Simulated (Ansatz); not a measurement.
# Run report: SiHIF (charge −1), geometry relaxation

The run: geometry relaxation of SiHIF, charge −1. Method and program: RKS PBE-D4/def2-SVPD (Ansatz 0.2.0).

Figures and captions count atoms from 1; the log counts them from 0 in places.

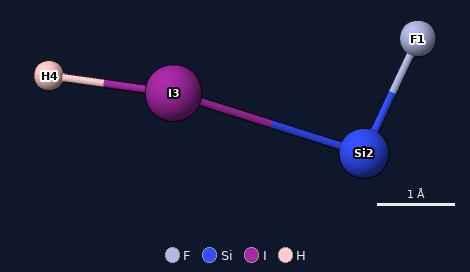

*The structure as given in the input (ball-and-stick view, seen on its broad side; atoms are numbered from 1 in the order of the input).*

**Key numbers**

| quantity | value |
| --- | --- |
| outcome | converged |
| total energy | −18701.2361 eV |
| mean-field energy | −18701.1252 eV |
| dispersion energy | −0.1109 eV |
| SCF solution under orbital rotations | stable |
| largest force (length of the vector) at the end | 0.020 eV/Å |
| hardware | 2 threads of Arm Neoverse V1, 23 GiB of memory available, shared host |
| wall time | 14 s (CPU time 25 s) |
| peak memory | 0.15 GiB |

**Input**
```yaml
crystal:
  periodic: [false, false, false]
  atoms:
    - {symbol: F, position_ang: [-1.187803, -0.048784, 1.057137]}
    - {symbol: Si, position_ang: [-0.552104, -0.395328, -0.442930]}
    - {symbol: I, position_ang: [2.044607, -0.627689, 0.251507]}
    - {symbol: H, position_ang: [3.387579, -1.622184, 0.563606]}
basis:
  gaussian: {orbitals: def2-SVPD}
total_charge: -1
hamiltonian: {xc: pbe, dispersion: d4}
relax: {f_tol: 0.03, max_steps: 250}
```

Run as:
```bash
ansatz run in.yaml --threads 2 --pin off --events-out ev --progress --plain --max-ram 4352MiB
```

**The program's output**
```
Functional definition: PBE
  name "PBE"
  cite "Perdew, Burke & Ernzerhof, Phys. Rev. Lett. 77, 3865 (1996) doi:10.1103/PhysRevLett.77.3865"
  parent pbe
  parameter kappa = 0.804
  parameter beta = 0.06672455060314922
  exchange = pbe_x(kappa = kappa, mu = beta*pi^2/3)
  correlation = pbe_c(beta = beta)
858 factors; their error is unknown
mean field evaluation 1: about -18697.0414 eV, gradient 3.6e1 eV
mean field evaluation 2: about -18680.8167 eV, gradient 7.9e1 eV
mean field evaluation 4: about -18696.7163 eV, gradient 2.4e1 eV
mean field evaluation 8: about -18700.5524 eV, gradient 3.1e-1 eV
mean field evaluation 16: about -18700.5362 eV, gradient 1.4e-3 eV
mean field -18700.53615060 eV, -687.2320278560 hartree, gradient 1.6e-5 eV, S^2 0.000000; 1 other end points of the search recorded, 0 dependent functions left out
the calculation of the forces begins
reference -18700.53619709 eV, -687.2320295643 hartree; 25, 25 occupied and 65, 65 virtual orbitals, 858 factors
relax step   1: F+E_penalty+E_count = -18700.63896696 eV  Δ(F+E_penalty+E_count) = +0.000e0 eV  max|allowed force component| = 1.913e0 eV/Å  Δτ_max = 0.0000 Å  (43 SCF iters, accepted)
these checks for a lower state are left out or cut short: starts, cluster_reference, orbital_swaps, neighbouring_geometries, increment
858 factors; their error is unknown
mean field evaluation 32: about -18700.9845 eV, gradient 1.6e-5 eV
mean field -18700.98448020 eV, -687.2485036647 hartree, gradient 1.6e-5 eV, S^2 0.000000; 0 other end points of the search recorded, 0 dependent functions left out
the calculation of the forces begins
reference -18700.98452832 eV, -687.2485054332 hartree; 25, 25 occupied and 65, 65 virtual orbitals, 858 factors
relax step   2: F+E_penalty+E_count = -18701.08543783 eV  Δ(F+E_penalty+E_count) = -4.465e-1 eV  max|allowed force component| = 8.783e-1 eV/Å  Δτ_max = 0.1939 Å  (34 SCF iters, accepted)
these checks for a lower state are left out or cut short: starts, cluster_reference, orbital_swaps, neighbouring_geometries, increment
858 factors; their error is unknown
mean field -18701.05863617 eV, -687.2512288466 hartree, gradient 1.5e-5 eV, S^2 0.000000; 0 other end points of the search recorded, 0 dependent functions left out
the calculation of the forces begins
reference -18701.05868528 eV, -687.2512306512 hartree; 25, 25 occupied and 65, 65 virtual orbitals, 858 factors
relax step   3: F+E_penalty+E_count = -18701.16643880 eV  Δ(F+E_penalty+E_count) = -8.100e-2 eV  max|allowed force component| = 7.678e-1 eV/Å  Δτ_max = 0.1966 Å  (36 SCF iters, accepted)
these checks for a lower state are left out or cut short: starts, cluster_reference, orbital_swaps, neighbouring_geometries, increment
858 factors; their error is unknown
mean field -18701.09316066 eV, -687.2524975980 hartree, gradient 1.7e-5 eV, S^2 0.000000; 0 other end points of the search recorded, 0 dependent functions left out
the calculation of the forces begins
reference -18701.09320995 eV, -687.2524994094 hartree; 25, 25 occupied and 65, 65 virtual orbitals, 858 factors
relax step   4: F+E_penalty+E_count = -18701.20150755 eV  Δ(F+E_penalty+E_count) = -3.507e-2 eV  max|allowed force component| = 6.941e-1 eV/Å  Δτ_max = 0.1939 Å  (37 SCF iters, accepted)
these checks for a lower state are left out or cut short: starts, cluster_reference, orbital_swaps, neighbouring_geometries, increment
858 factors; their error is unknown
mean field -18701.11115448 eV, -687.2531588586 hartree, gradient 1.9e-5 eV, S^2 0.000000; 0 other end points of the search recorded, 0 dependent functions left out
the calculation of the forces begins
reference -18701.11120369 eV, -687.2531606673 hartree; 25, 25 occupied and 65, 65 virtual orbitals, 858 factors
relax step   5: F+E_penalty+E_count = -18701.21972683 eV  Δ(F+E_penalty+E_count) = -1.822e-2 eV  max|allowed force component| = 5.348e-1 eV/Å  Δτ_max = 0.0448 Å  (30 SCF iters, accepted)
these checks for a lower state are left out or cut short: starts, cluster_reference, orbital_swaps, neighbouring_geometries, increment
858 factors; their error is unknown
mean field -18701.07920306 eV, -687.2519846656 hartree, gradient 1.9e-5 eV, S^2 0.000000; 0 other end points of the search recorded, 0 dependent functions left out
the calculation of the forces begins
reference -18701.07925286 eV, -687.2519864959 hartree; 25, 25 occupied and 65, 65 virtual orbitals, 858 factors
relax step   6: F+E_penalty+E_count = -18701.19077568 eV  Δ(F+E_penalty+E_count) = +2.895e-2 eV  max|allowed force component| = 2.442e-1 eV/Å  Δτ_max = 0.1614 Å  (35 SCF iters, rejected (line search))
these checks for a lower state are left out or cut short: starts, cluster_reference, orbital_swaps, neighbouring_geometries, increment
858 factors; their error is unknown
mean field evaluation 64: about -18701.1152 eV, gradient 2.5e0 eV
mean field -18701.11897955 eV, -687.2534464247 hartree, gradient 1.5e-5 eV, S^2 0.000000; 0 other end points of the search recorded, 0 dependent functions left out
the calculation of the forces begins
reference -18701.11902905 eV, -687.2534482439 hartree; 25, 25 occupied and 65, 65 virtual orbitals, 858 factors
relax step   7: F+E_penalty+E_count = -18701.22993030 eV  Δ(F+E_penalty+E_count) = -1.020e-2 eV  max|allowed force component| = 3.910e-1 eV/Å  Δτ_max = 0.0585 Å  (32 SCF iters, accepted)
these checks for a lower state are left out or cut short: starts, cluster_reference, orbital_swaps, neighbouring_geometries, increment
858 factors; their error is unknown
mean field -18701.10969726 eV, -687.2531053069 hartree, gradient 6.7e-6 eV, S^2 0.000000; 0 other end points of the search recorded, 0 dependent functions left out
the calculation of the forces begins
reference -18701.10974627 eV, -687.2531071080 hartree; 25, 25 occupied and 65, 65 virtual orbitals, 858 factors
relax step   8: F+E_penalty+E_count = -18701.22027955 eV  Δ(F+E_penalty+E_count) = +9.651e-3 eV  max|allowed force component| = 1.823e-1 eV/Å  Δτ_max = 0.0995 Å  (33 SCF iters, rejected (line search))
these checks for a lower state are left out or cut short: starts, cluster_reference, orbital_swaps, neighbouring_geometries, increment
858 factors; their error is unknown
mean field -18701.12517098 eV, -687.2536739558 hartree, gradient 2.0e-5 eV, S^2 0.000000; 0 other end points of the search recorded, 0 dependent functions left out
the calculation of the forces begins
reference -18701.12522033 eV, -687.2536757691 hartree; 25, 25 occupied and 65, 65 virtual orbitals, 858 factors
relax step   9: F+E_penalty+E_count = -18701.23604395 eV  Δ(F+E_penalty+E_count) = -6.114e-3 eV  max|allowed force component| = 1.713e-2 eV/Å  Δτ_max = 0.0241 Å  (31 SCF iters, accepted)
858 factors; their error is unknown
mean field evaluation 96: about -18701.1251 eV, gradient 9.7e-2 eV
```

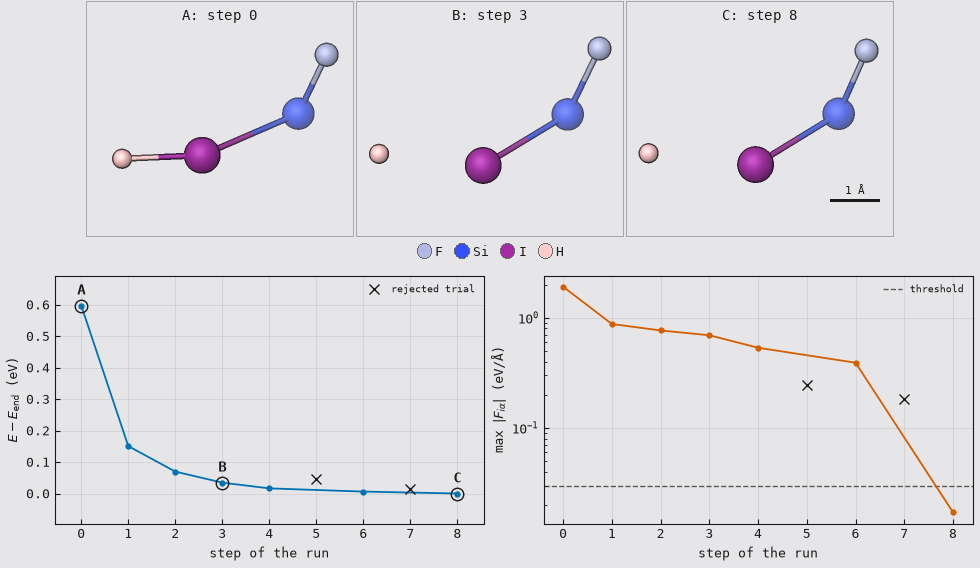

*Frames of the relaxation (ball-and-stick view, seen at a tilt) above the curves, on which the letters mark them (the first geometry is step 0 here and step 1 in the log).*

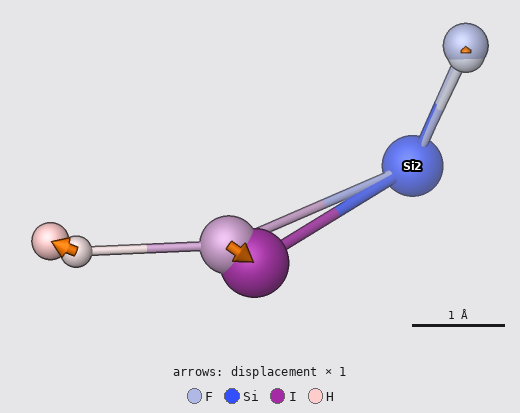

*Start (faint) and end (solid) with the displacements as orange arrows, at true length (ball-and-stick view, seen at a tilt). The two geometries are laid on each other by the best rigid fit.*

The atom that moves furthest after the best rigid fit is I3 (0.34 Å). By element the largest moves are I 0.34 Å, H 0.31 Å, F 0.08 Å, Si 0.01 Å. Among the contacts that change: I3–H4 1.700 → 2.281 Å, Si2–I3 2.698 → 2.543 Å, F1–Si2 1.666 → 1.730 Å. Bonds break: I3–H4 (1.70 → 2.28 Å). Among the angles that change: F1–Si2–I3 98.8° → 101.6°. Over 8 geometry steps the energy falls by 0.597 eV. Largest force component: 1.9 eV/Å at the start, 0.017 eV/Å at the end. The line search rejected the trial steps at points 5, 7 (counted from 0) and went back. (Atoms are counted from 1 in the order of the input.)

```
mean field -18701.12517098 eV, -687.2536739558 hartree, gradient 2.0e-5 eV, S^2 0.000000; 2 other end points of the search recorded, 0 dependent functions left out
the calculation of the forces begins
reference -18701.12522033 eV, -687.2536757691 hartree; 25, 25 occupied and 65, 65 virtual orbitals, 858 factors
Total energy: -18701.23609330 eV, -687.2577502756 hartree
Atom 0 at    -1.231036    -0.080537     1.111842 Å, force    -0.002449     0.000692    -0.017133 eV/Å
Atom 1 at    -0.555037    -0.395574    -0.448859 Å, force    -0.006220     0.008311     0.016774 eV/Å
Atom 2 at     1.936789    -0.367234     0.056957 Å, force    -0.007091    -0.008379     0.001375 eV/Å
Atom 3 at     3.541563    -1.850641     0.709381 Å, force     0.015760    -0.000625    -0.001016 eV/Å
Dipole moment:    -0.201501     0.532111    -0.238626 e Å
```

**Trajectory as extended XYZ (Å, eV, eV/Å), 9 frames, from step=1 to step=9**
```
4
Properties=species:S:1:pos:R:3:forces:R:3 step=1 energy=-18700.63897
F    -1.1878   -0.0488    1.0571   -0.8125   0.2342   1.4953
Si   -0.5521   -0.3953   -0.4429    0.5479  -0.2693  -1.3348
I     2.0446   -0.6277    0.2515   -1.6489   1.6646  -0.8527
H     3.3876   -1.6222    0.5636    1.9134  -1.6295   0.6921
4
Properties=species:S:1:pos:R:3:forces:R:3 step=2 energy=-18701.08544
F    -1.2956   -0.0680    1.0856   -0.2587   0.1758   0.7789
Si   -0.5800   -0.3706   -0.4161    0.6915  -0.2146  -0.7794
I     2.0755   -0.5072    0.1027   -0.8783   0.4263  -0.1335
H     3.4924   -1.7482    0.6570    0.4454  -0.3875   0.1340
4
Properties=species:S:1:pos:R:3:forces:R:3 step=3 energy=-18701.16644
F    -1.1211   -0.1299    1.1515   -0.1067  -0.0423  -0.5215
Si   -0.6220   -0.3601   -0.5163    0.5470   0.0711   0.7678
I     1.9642   -0.3954    0.0451   -0.5187   0.0154  -0.2509
H     3.4711   -1.8086    0.7490    0.0784  -0.0442   0.0046
4
Properties=species:S:1:pos:R:3:forces:R:3 step=4 energy=-18701.20151
F    -1.3036   -0.0683    1.1291    0.4878  -0.1128  -0.6941
Si   -0.5245   -0.3899   -0.4419   -0.4621   0.0795   0.5838
I     1.9754   -0.3999    0.0408   -0.0876   0.0988   0.1242
H     3.5449   -1.8359    0.7013    0.0619  -0.0655  -0.0139
4
Properties=species:S:1:pos:R:3:forces:R:3 step=5 energy=-18701.21973
F    -1.2594   -0.0757    1.1278    0.2711  -0.0891  -0.5348
Si   -0.5504   -0.3878   -0.4583   -0.1291   0.0787   0.5306
I     1.9662   -0.3998    0.0553   -0.2064   0.0709  -0.0016
H     3.5359   -1.8307    0.7045    0.0643  -0.0605   0.0058
4
Properties=species:S:1:pos:R:3:forces:R:3 step=6 energy=-18701.19078 accepted=F
F    -1.2925    0.0069    1.0547   -0.0799  -0.1167   0.0443
Si   -0.5436   -0.4992   -0.4172    0.1305   0.2286   0.0845
I     1.9262   -0.2943    0.1706   -0.0270  -0.2170  -0.2442
H     3.6022   -1.9074    0.6212   -0.0237   0.1051   0.1154
4
Properties=species:S:1:pos:R:3:forces:R:3 step=7 energy=-18701.22993
F    -1.2404   -0.0649    1.1138    0.1043  -0.0970  -0.3391
Si   -0.5536   -0.4157   -0.4572   -0.0509   0.1285   0.3910
I     1.9378   -0.3535    0.0767   -0.0509  -0.0619  -0.0705
H     3.5485   -1.8599    0.6960   -0.0025   0.0304   0.0187
4
Properties=species:S:1:pos:R:3:forces:R:3 step=8 energy=-18701.22028 accepted=F
F    -1.2044   -0.1292    1.1353    0.0434   0.0867   0.0264
Si   -0.5608   -0.3363   -0.4536   -0.1183  -0.1280  -0.1346
I     1.9369   -0.3992   -0.0117    0.0313   0.1078   0.1823
H     3.5205   -1.8293    0.7593    0.0436  -0.0665  -0.0742
4
Properties=species:S:1:pos:R:3:forces:R:3 step=9 energy=-18701.23604
F    -1.2310   -0.0805    1.1118   -0.0024   0.0007  -0.0171
Si   -0.5550   -0.3956   -0.4489   -0.0062   0.0083   0.0168
I     1.9368   -0.3672    0.0570   -0.0071  -0.0084   0.0014
H     3.5416   -1.8506    0.7094    0.0158  -0.0006  -0.0010
```
